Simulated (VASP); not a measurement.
Band structure of CaGaGeH (space group P3m1). Calculation: PBEsol GGA, VASP's PBE PAW potentials (set 64) (plane waves; VASP 6.6.1).

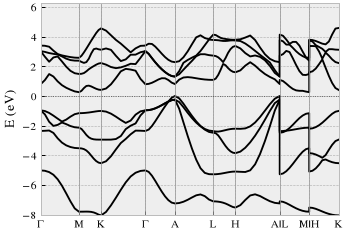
Fig. 1. Bands along high-symmetry lines, zero at the valence-band maximum or, without a gap, the Fermi level

Task: Read the plot: is there a gap, and where are the band edges?

Result: The gap is indirect, 0.26 eV, from the valence maximum at A to the conduction minimum at M. (Edges off the drawn lines would not show.)

The structure comes from a computed database's CaGaGeH entry (P3m1); how it stands against other phases isn't given here. It was relaxed first, which changed the volume by -6 %.
